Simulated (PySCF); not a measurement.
```yaml
atoms:
  - { symbol: C, position_ang: [2.7709, -0.2461, -0.0483] }
  - { symbol: C, position_ang: [1.7001, 0.5129, -0.2227] }
  - { symbol: Si, position_ang: [-0.0014, -0.1202, -0.7280] }
  - { symbol: C, position_ang: [-1.1900, 0.2828, 0.7344] }
  - { symbol: B, position_ang: [-2.5903, -0.3014, 0.4244] }
  - { symbol: Cl, position_ang: [-3.7252, 0.6097, -0.4638] }
  - { symbol: H, position_ang: [3.7303, 0.1555, 0.2416] }
  - { symbol: H, position_ang: [2.7349, -1.3140, -0.1900] }
  - { symbol: H, position_ang: [1.8053, 1.5810, -0.0661] }
  - { symbol: H, position_ang: [0.0418, -1.5673, -0.9663] }
  - { symbol: H, position_ang: [-0.4536, 0.5772, -1.9380] }
  - { symbol: H, position_ang: [-1.1840, 1.3673, 0.8404] }
  - { symbol: H, position_ang: [-0.7447, -0.1434, 1.6325] }
  - { symbol: H, position_ang: [-2.8948, -1.3946, 0.7276] }
```

Geometry: GFN2-xTB.

Method: PBE0/pcSseg-1, SCF density, gas phase, non-relativistic (PySCF).

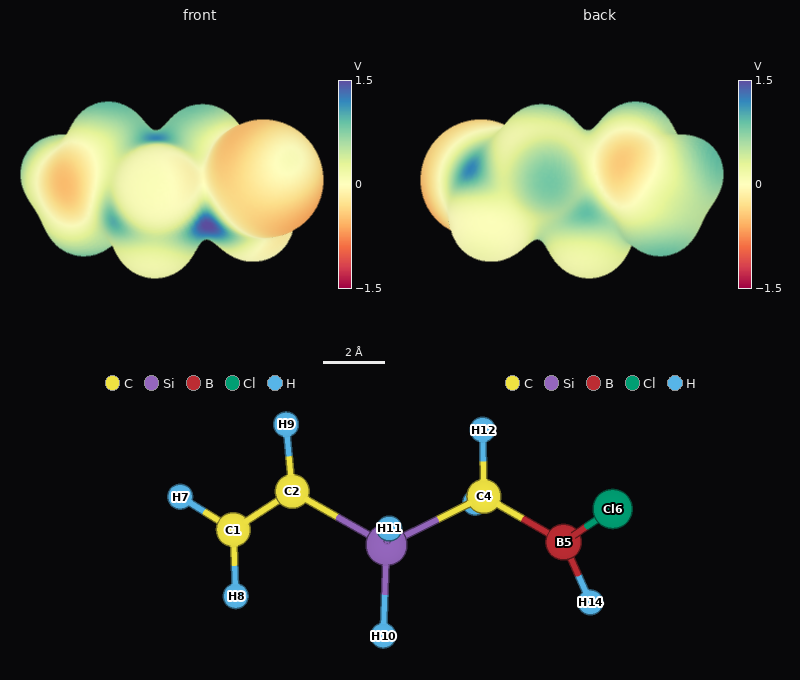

C₃H₈BClSi. The electrostatic potential painted on the density surface at 0.002 e/bohr³, seen from the front and from behind; red is negative and blue positive. The bare structure is drawn below in the same view.

Which sites attract a positive test charge, and which a negative one?

A positive charge is drawn to the negative regions and a negative charge to the positive ones. The most negative region (about −0.6 V, or −14 kcal/mol for a unit charge) lies over Cl6, the most positive (about +1.4 V, or +32 kcal/mol for a unit charge) over Si3 and B5.
